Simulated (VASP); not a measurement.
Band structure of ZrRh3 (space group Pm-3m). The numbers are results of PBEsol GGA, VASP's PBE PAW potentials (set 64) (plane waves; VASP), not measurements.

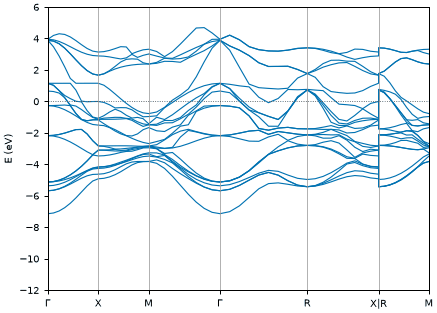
Bands along high-symmetry lines, zero at the valence-band maximum or, without a gap, the Fermi level

Q: Read the plot: is there a gap, and where are the band edges?

A: It has no gap at this level: it comes out as a metal or semimetal.

The structure comes from a measured ZrRh3 entry of the Crystallography Open Database, whose conditions weren't checked. The cell was not relaxed at this level. The electron count is odd and the run is not spin-polarised, which forces a metal.
